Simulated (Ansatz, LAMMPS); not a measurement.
**Relaxing glassy 73SiO2-27K2O (mol %) (90 atoms)**

How does glassy 73SiO2-27K2O (mol %) (90 atoms) relax, and what do bonds, charges and levels look like afterwards?

Program: Ansatz 0.2.0. Level of theory: Kohn-Sham DFT, PBE, PAW (set soft_2), plane waves. Results are calculated unless marked as measured.

### 1. The structure

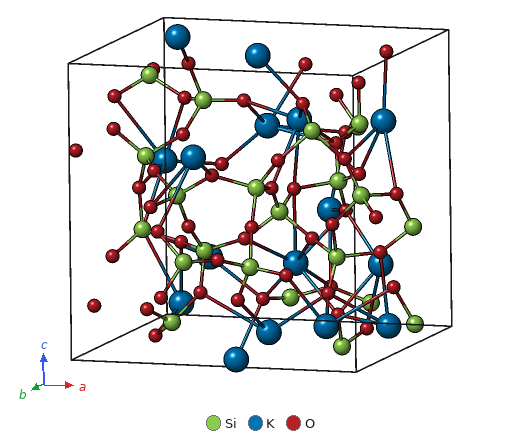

The cell as given, slightly off an axis (silicon green, potassium blue, oxygen red). Bonds to atoms that aren't drawn are left out.

The cell holds 90 atoms: 22 Si, 16 K and 52 O. Its edges and angles: a = 11.319 Å, b = 11.319 Å, c = 11.319 Å, α = 90.0°, β = 90.0°, γ = 90.0°. 90 atoms (22 Si, 16 K, 52 O) placed at random at 2.4 g/cm³, melted at 4000 K for 10 ps at fixed volume with the Morse and Coulomb pair potential with partial charges (Pedone, Malavasi, Menziani, Cormack and Segre, J. Phys. Chem. B 110, 11780 (2006)). Quenched from 4000 K to 300 K at 50 K/ps and fixed volume, held 10 ps at zero pressure.

Limits known from the start: The quench rate of 50 K/ps is orders of magnitude faster than experiment, which tends to freeze in extra defects. The network of bonds at the start is that of the classical potential that made the cell. The Brillouin zone is sampled at Γ only, in a cell whose shortest periodic width is 11 Å.

### 2. Single point at the start

The forces at the start show how far the geometry lies from a minimum of this functional.

File input.yaml:

```yaml
crystal:
  lattice:
    - [11.31878, 0.0, 0.0]
    - [0.0, 11.31878, 0.0]
    - [0.0, 0.0, 11.31878]
  atoms:
    - { symbol: Si, position: [0.83825, 0.66463, 0.02836] }
    - { symbol: Si, position: [0.94703, 0.23379, 0.3693] }
    - { symbol: Si, position: [0.98306, 0.90216, 0.81215] }
    - { symbol: Si, position: [0.72788, 0.12275, 0.44884] }
    [... 80 atom lines left out ...]
    - { symbol: O, position: [0.65888, 0.43285, 0.34959] }
    - { symbol: O, position: [0.9489, 0.73214, 0.10384] }
    - { symbol: O, position: [0.06136, 0.9383, 0.17599] }
    - { symbol: O, position: [0.14769, 0.71318, 0.54313] }
    - { symbol: O, position: [0.01606, 0.97829, 0.70375] }
    - { symbol: O, position: [0.7545, 0.76658, 0.99223] }
kpoints:
  mp_grid: { grid: [1, 1, 1] }
hamiltonian:
  xc: pbe
scf:
  occupations: { method: fermi_dirac, width: 0.05 }
output:
  forces: true
  stress: true
  populations: intrinsic
  dos:
    method: { smearing: { sigma: 0.1 } }
    de: 0.1
    projected: { site_lists: { K: [K], O: [O], Si: [Si] } }
  eigenvalues: true
```

The run is started by

```sh
$ ansatz run input.yaml --threads 4 --pin off --max-ram 8192MiB --backend cpu --events-out ev --progress --plain --runs-dir out
```

Elapsed: 19 s, on 4 threads of Intel Xeon 6975P-C (Granite Rapids), shared host; peak memory 1.8 GiB.

The run gave:

* free energy: -68186.7347 eV
* free energy per atom: -757.6304 eV/atom
* SCF cycles: 9
* pressure: 5.53 GPa
* r.m.s. force component: 1.365 eV/Å
* longest force: 5.799 eV/Å
* Fermi energy: 5.634 eV
* gap (highest filled to lowest empty level): 2.078 eV

The r.m.s. force component of 1.4 eV/Å and the pressure of 5.5 GPa set the starting point.

Length of the force by element:

```csv
element,coordination,atoms,mean length of the force (eV/Å),spread,least,most
K,all,16,0.756,0.395,0.377,1.85
O,all,52,2.09,1.03,0.521,5.24
Si,all,22,2.72,1.45,1.20,5.80
```

### 3. Relaxation

The atoms are relaxed in the fixed cell, aiming at the force tolerance of the input.

input.yaml, the sections that differ from step 2:

```yaml
output:
  forces: true
relax:
  f_tol: 0.05
  max_steps: 200
# crystal, kpoints, hamiltonian, scf: as in step 2
```

Run time: 1.9 min. Hardware: 4 threads; peak memory 1.8 GiB; 6.5 min of CPU time.

Step by step:

```csv
step,energy less that of the first step (eV),largest force component (eV/Å)
1,0.0000,5.0652
2,-4.0920,3.0642
3,-6.4909,0.6939
4,-7.0787,0.5319
5,-7.3653,0.3417
6,-7.5038,0.3803
7,-7.5692,0.5914
8,-7.6667,0.1809
9,-7.6947,0.1693
10,-7.7123,0.0919
11,-7.6340,0.2605
12,-7.7287,0.0416
```

Relaxation step 11 was tried and not accepted.

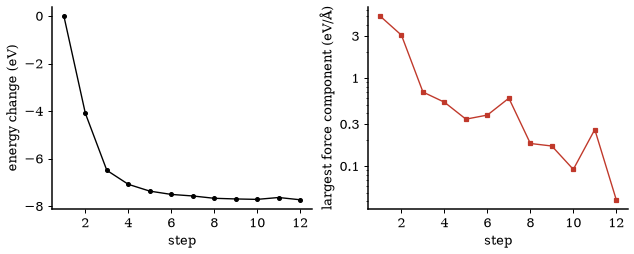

Energy and largest force along the relaxation.

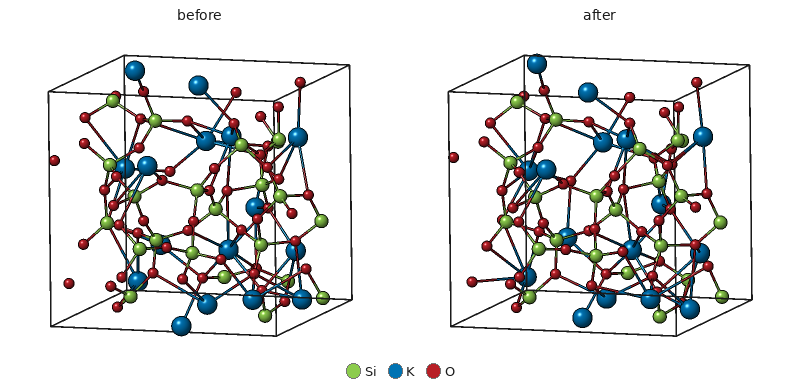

Before and after, at one scale. Bonds to atoms that aren't drawn are left out.

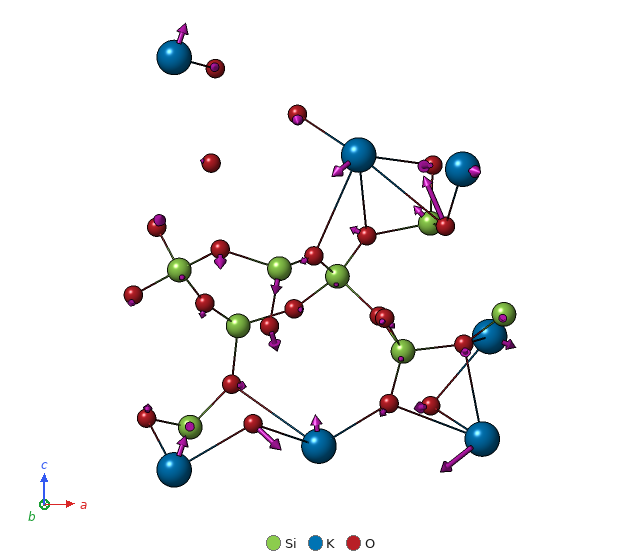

Displacements in the relaxation, exaggerated; the longest in the cell stands for 0.78 Å. Drawn is a stretch of 10 Å of the 11 Å that the cell measures along a and a slice 4 Å thick, seen along the normal of the ac plane. Bonds to atoms that aren't drawn are left out.

The atoms that moved most (Å):

```csv
atom,dx,dy,dz,length
O49,-0.304,0.092,0.716,0.783
K38,-0.508,0.319,-0.444,0.746
K35,-0.534,-0.026,-0.360,0.645
O48,-0.124,0.571,-0.068,0.589
K37,-0.505,0.196,0.219,0.585
O89,0.133,0.516,0.237,0.583
O65,0.366,-0.244,-0.339,0.555
K32,0.023,-0.508,-0.177,0.539
```

The relaxation changed the energy by -85.9 meV/atom, and atoms moved by 0.32 Å r.m.s., 0.78 Å at most.

### 4. Distances and neighbours after relaxation

Bonds before and after, by the cutoffs listed below:

```csv
pair,bonds before,bonds after,mean before (Å),mean after (Å),spread before (Å),spread after (Å)
O-Si,88,88,1.618,1.645,0.059,0.045
O-K,88,89,2.876,2.791,0.220,0.207
```

Density 2.38 g/cm³, 16.11 Å³ an atom.

g(r), total and by pair (bins of 0.2 Å):

```csv
r (Å),total,O-O,O-Si,O-K,Si-Si,Si-K,K-K
1.50,0.81,0.00,2.85,0.00,0.00,0.00,0.00
1.70,3.84,0.00,13.61,0.00,0.00,0.00,0.00
1.90,0.00,0.00,0.00,0.00,0.00,0.00,0.00
2.10,0.00,0.00,0.00,0.00,0.00,0.00,0.00
2.30,0.00,0.00,0.00,0.00,0.00,0.00,0.00
2.50,0.73,0.91,0.00,2.04,0.00,0.00,0.00
2.70,2.90,6.74,0.00,3.13,0.00,0.00,0.00
2.90,0.56,0.31,0.00,1.74,1.65,0.00,0.00
3.10,0.81,0.48,0.30,0.93,5.00,0.67,0.45
3.30,0.74,0.55,0.51,0.32,2.27,1.81,1.68
3.50,1.01,0.66,1.23,0.67,0.00,2.82,1.83
3.70,1.02,0.60,1.47,0.60,0.17,2.65,1.28
3.90,1.25,0.87,1.96,0.73,0.47,1.84,2.04
4.10,0.98,0.76,1.58,0.49,0.99,0.78,1.60
4.30,1.18,0.74,1.89,1.04,0.89,0.89,1.46
4.50,1.00,0.97,0.70,1.48,1.52,0.72,0.88
4.70,0.87,1.02,0.64,1.38,0.32,0.22,1.03
4.90,0.99,1.29,0.61,1.27,0.69,0.55,1.13
5.10,1.21,1.77,0.69,1.20,1.28,0.83,0.88
5.30,1.08,1.40,0.75,0.99,1.62,0.99,0.49
5.50,0.81,0.75,0.90,0.85,0.87,0.75,0.59
```

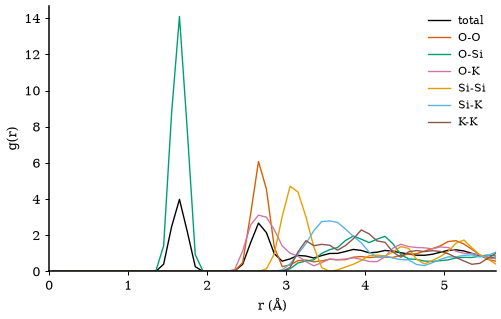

Pair distribution functions, lightly smoothed.

Bonds by pair of elements; cutoffs follow the first minimum of g(r), held within bounds set by covalent radii, and pairs that aren't listed don't count as bonded:

```csv
pair A-B,cutoff (Å),bonds,mean length (Å),spread (Å),shortest (Å),B about A,A about B
O-Si,2.12,88,1.65,0.045,1.56,1.69,4
O-K,3.33,89,2.79,0.207,2.49,1.71,5.56
```

How many atoms have how many bonded neighbours:

```csv
element,mean,2,3,4,5,6,7,8
K,5.56,0,1,1,6,5,2,1
O,3.40,6,21,23,2,0,0,0
Si,4,0,0,22,0,0,0,0
```

Bond angles, per cent of each kind in bins of 5°:

```csv
angle (°),O-K-O,O-Si-O,K-O-Si,K-O-K,Si-O-Si
45–50,0.5,0.0,0.0,0.0,0.0
50–55,9.3,0.0,0.0,0.0,0.0
55–60,8.9,0.0,0.0,0.0,0.0
60–65,0.5,0.0,0.0,0.0,0.0
65–70,1.9,0.0,0.0,1.7,0.0
70–75,4.7,0.0,1.5,3.3,0.0
75–80,4.2,0.0,2.3,15.0,0.0
80–85,7.5,0.0,5.3,10.0,0.0
85–90,7.9,0.0,13.0,6.7,0.0
90–95,4.2,0.8,10.7,10.0,0.0
95–100,3.3,0.8,9.2,8.3,0.0
100–105,6.1,18.9,8.4,5.0,0.0
105–110,4.2,37.1,8.4,8.3,0.0
110–115,2.8,28.8,9.9,6.7,0.0
115–120,5.1,11.4,6.1,3.3,2.8
120–125,4.2,1.5,6.9,1.7,5.6
125–130,3.7,0.8,3.0,6.7,13.9
130–135,6.1,0.0,4.6,1.7,16.7
135–140,3.3,0.0,3.8,3.3,2.8
140–145,3.3,0.0,4.6,3.3,22.2
145–150,1.9,0.0,1.5,0.0,11.1
150–155,1.9,0.0,0.0,1.7,11.1
155–160,2.3,0.0,0.0,0.0,5.6
160–165,0.0,0.0,0.0,1.7,2.8
165–170,1.9,0.0,0.8,0.0,2.8
170–175,0.5,0.0,0.0,1.7,2.8
```

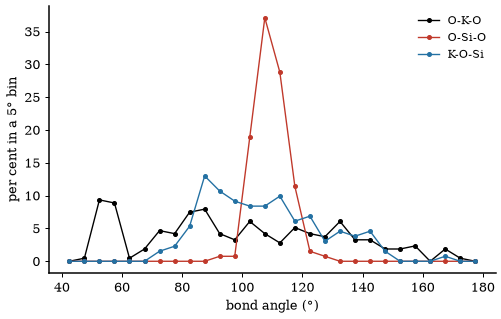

Distributions of the most common bond angles.

Bond angles (no mean is given where the spread exceeds 20°):

```csv
angle,count,mean (°),spread (°)
O-K-O,214,-,-
O-Si-O,132,109,5
K-O-Si,131,107,19
K-O-K,60,-,-
Si-O-Si,36,141,12.5
```

Oxygen atoms by the number of network formers (Si, P, Ge, B, Al, As, Ga) bound to them:

```csv
network formers bound to O,O atoms,per cent
0,0,0
1,16,30.8
2,36,69.2
```

Network units: each former by its oxygen neighbours and how many of them bridge to another former:

```csv
former,O neighbours,bridging O,atoms
Si,4,2,4
Si,4,3,8
Si,4,4,10
```

Bond length by coordination (bonds to H left out):

```csv
element,coordination,atoms,mean bond length (Å)
K,3,1,2.6
K,4,1,2.66
K,5,6,2.76
K,6,5,2.86
K,7,2,2.79
K,8,1,2.79
O,2,6,1.64
O,3,21,2.09
O,4,23,2.36
O,5,2,2.52
```

Rings of the network by King's shortest-path rule, up to 12 atoms, one path for each pair of neighbours; H, halogens, alkali and alkaline-earth atoms are left out, and the last column divides by all other atoms, bonded or not:

```csv
ring size (atoms),rings,per network atom
6,2,0.027
8,3,0.041
10,5,0.068
12,6,0.081
```

First main peaks of g(r), for some of the pairs, lie near 2.7 Å (O-O), 1.6 Å (O-Si), 2.7 Å (O-K), 3.1 Å (Si-Si) and 3.6 Å (Si-K). Counting bonds as in the table, 38 % of K atoms have 5, 44 % of O atoms have 4 and all Si atoms have 4 bonded neighbours. 69 % of the oxygens bridge two formers (Si) and 31 % are non-bridging. The commonest Si unit has 4 oxygens, 4 of them shared with other formers (10 of 22 atoms). Rings of 12 atoms are the most common (38 % of those counted); sizes run from 6 to 12, where the search stops.

### 5. Single point at the relaxed geometry

The electronic structure is read at the final geometry, in a run of its own.

File input.yaml:

```yaml
crystal:
  lattice:
    - [11.31878, 0.0, 0.0]
    - [0.0, 11.31878, 0.0]
    - [0.0, 0.0, 11.31878]
  atoms:
    - { symbol: Si, position: [0.82306, 0.69074, 0.02822] }
    - { symbol: Si, position: [0.94671, 0.2454, 0.36473] }
    - { symbol: Si, position: [0.00813, 0.92235, 0.82027] }
    - { symbol: Si, position: [0.73646, 0.13563, 0.45176] }
    [... 80 atom lines left out ...]
    - { symbol: O, position: [0.6618, 0.43849, 0.34425] }
    - { symbol: O, position: [0.94488, 0.75262, 0.09955] }
    - { symbol: O, position: [0.0758, 0.94055, 0.18404] }
    - { symbol: O, position: [0.12881, 0.6913, 0.53606] }
    - { symbol: O, position: [0.02781, 0.0239, 0.7247] }
    - { symbol: O, position: [0.73006, 0.77996, 0.97167] }
kpoints:
  mp_grid: { grid: [1, 1, 1] }
hamiltonian:
  xc: pbe
scf:
  occupations: { method: fermi_dirac, width: 0.05 }
output:
  forces: true
  stress: true
  populations: true
  dos:
    method: { smearing: { sigma: 0.15 } }
    de: 0.1
    projected: { site_lists: { K: [K], O: [O], Si: [Si] } }
  eigenvalues: true
  write_density: true
  write_potential: true
  volumetric_format: npy
```

Run time: 20 s. Hardware: 4 threads; peak memory 1.8 GiB; 66 s of CPU time.

The program notes that the exchange-correlation potential is rough where the density is thin.

Numbers from this run:

```
free energy                                      : -68194.4634 eV
free energy per atom                             : -757.7163 eV/atom
SCF cycles                                       : 9
pressure                                         : 1.054 GPa
r.m.s. force component                           : 0.01369 eV/Å
longest force                                    : 0.04579 eV/Å
Fermi energy                                     : 5.502 eV
gap (highest filled to lowest empty level) : 2.818 eV
spilling of the projection                       : 0.01103
```

Löwdin charges by element and coordination (they lack the spilled electrons, 0.067 e an atom on average):

```csv
element,coordination,atoms,mean charge (e),spread,least,most
K,all,16,0.868,0.009,0.854,0.885
K,3,1,0.871,0,0.871,0.871
K,4,1,0.865,0,0.865,0.865
K,5,6,0.866,0.0089,0.859,0.885
K,6,5,0.872,0.0087,0.858,0.882
K,7,2,0.862,0.0079,0.854,0.870
K,8,1,0.880,0,0.880,0.880
O,all,52,-0.860,0.0778,-1.000,-0.78
O,2,6,-0.790,0.0035,-0.796,-0.786
O,3,21,-0.834,0.0585,-0.982,-0.78
O,4,23,-0.891,0.078,-1.000,-0.796
O,5,2,-0.993,0.0045,-0.998,-0.989
Si,all,22,1.67,0.0614,1.57,1.76
```

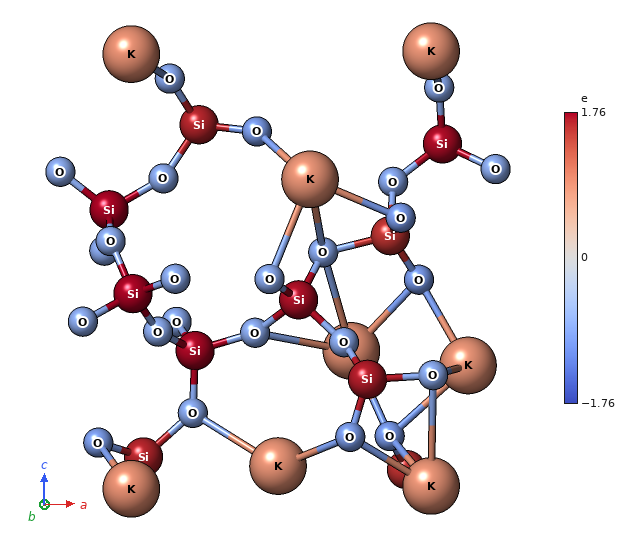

Atoms coloured by Löwdin charge. Drawn is a slice 5 Å thick, seen along the normal of the ac plane.

States in the cell by windows of 1 eV, zero at the Fermi level; the larger projections on atomic orbitals stand beside the total:

```csv
from (eV),to (eV),total,O p,Si p,O s,K p
-18,-17,9.1,0.2,1.2,7.1,0.1
-17,-15,0.0,0.0,0.0,0.0,0.0
-15,-14,26.7,0.3,0.1,0.1,26.2
-14,-13,67.0,0.9,0.2,0.3,65.5
-13,-12,4.6,1.6,0.1,0.1,2.2
-12,-11,9.5,6.3,0.6,0.5,0.1
-11,-10,12.5,8.5,1.1,0.6,0.1
-10,-9,15.5,11.3,2.4,0.5,0.1
-9,-8,26.3,20.0,4.9,0.4,0.1
-8,-7,15.2,11.9,2.1,0.8,0.1
-7,-6,30.9,26.2,2.4,1.2,0.1
-6,-5,54.4,47.7,2.9,1.7,0.2
-5,-4,61.4,56.3,1.7,1.2,0.2
-4,-3,33.1,30.5,1.0,0.4,0.2
-3,-2,41.7,38.7,1.4,0.2,0.2
-2,-1,9.1,8.7,0.1,0.0,0.0
-1,1,0.0,0.0,0.0,0.0,0.0
1,2,2.0,0.0,0.0,0.4,0.0
2,3,4.0,0.3,0.2,0.3,0.0
3,4,15.8,1.1,1.6,1.5,0.1
4,5,33.1,2.5,7.6,2.8,0.1
```

Between -26 and -18 eV lie 95 more states.

The stored curve holds about 512 of the 544 electrons; the rest, give or take the few that broadening carries across the Fermi level, lie in deeper levels below its range.

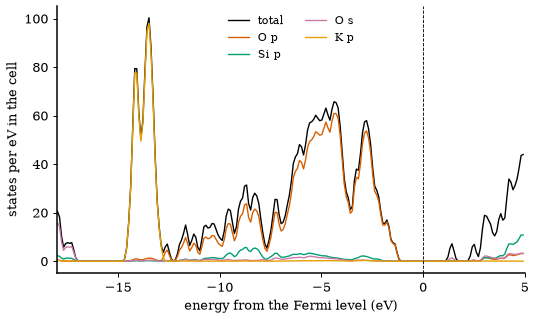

Total and projected density of states, with the broadening of the input.

The levels nearest the highest filled one (over half full), pooled over k-points and spins:

```csv
level less the highest filled one (eV),occupation
-0.721,2
-0.639,2
-0.473,2
-0.353,2
-0.269,2
0,2
2.82,0
3.90,0
4.35,0
4.44,0
4.52,0
4.67,0
```

Mean Löwdin charges: K +0.87, O -0.86, Si +1.67 e (they miss 1.1 % of the electrons, so they add up to more than the cell's charge).

### 6. Results

* energy change in the relaxation: -85.87 meV/atom
* r.m.s. displacement: 0.32 Å
* largest displacement: 0.783 Å
* free energy per atom: -757.7163 eV/atom
* pressure: 1.054 GPa
* r.m.s. force component: 0.01369 eV/Å
* gap (highest filled to lowest empty level): 2.818 eV
* wall time of the 3 DFT runs: 2.5 min

What this shows: Relaxation lowers the energy by 85.9 meV/atom and moves atoms by 0.32 Å r.m.s.; the r.m.s. force component goes from 1.4 to 0.014 eV/Å, the pressure goes from 5.5 to 1.1 GPa, and the gap from 2.08 to 2.82 eV. By the final cutoffs 8 of 176 bonded pairs parted and 9 joined. From the first step to the last the energy fell by 7.729 eV, and the largest move was 0.78 Å (O49). The O-K bonds change most in mean length: from 2.876 Å (spread 0.220) to 2.791 Å (spread 0.207), and their number from 88 to 89. Counting bonds as in the table, 38 % of K atoms have 5, 44 % of O atoms have 4 and all Si atoms have 4 bonded neighbours. 69 % of the oxygens bridge two formers (Si) and 31 % are non-bridging. Between filled and empty levels lie 2.82 eV (at Γ alone); a semilocal functional tends to put such gaps too low. In a disordered cell it changes from sample to sample, and tail or defect levels can set it.

Caveats: The network of bonds at the start is that of the classical potential that made the cell; in DFT 8 of its 176 bonded pairs passed out of the cutoffs and 9 came within them.

[Logs are printed without paths, hosts, clocks, repeated set-up lines and the standing remarks that a program may print on its own settings, such as how far it seeks lower states.]

[Hosts, paths, dates, database ids (printed as entryN), source tags and the programs' standing remarks are cut or masked in the printed files.]
